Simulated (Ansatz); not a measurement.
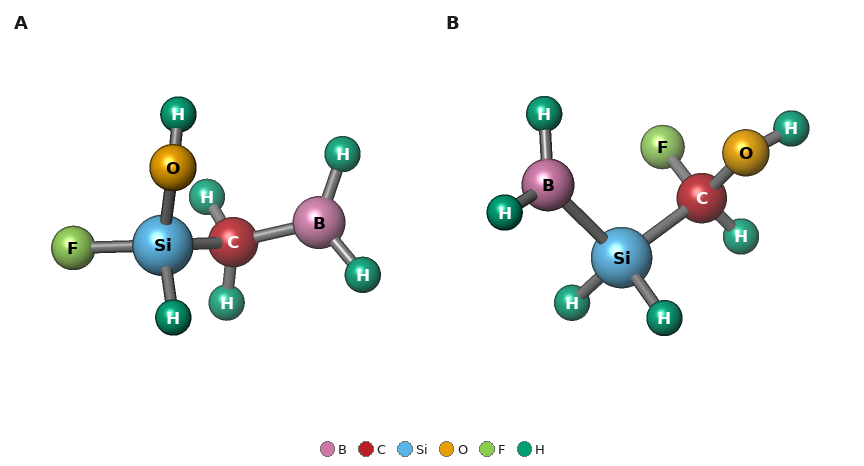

2 stationary structures of one formula. Geometries: PBE0-D4/def2-TZVP. Electronic energies: CCSD(T)/CBS (MP2 limit from def2-TZVPP and def2-QZVPP plus CCSD(T) − MP2) (Ansatz 0.2.0), without zero-point energy. Each is one conformer, not always the lowest.

**Which structure is the most stable?**

A is lowest (a minimum); B lies 465.0 kJ/mol above it (a minimum). A is `BC[Si@@H](O)F`, B is `B[SiH2][C@H](O)F`.
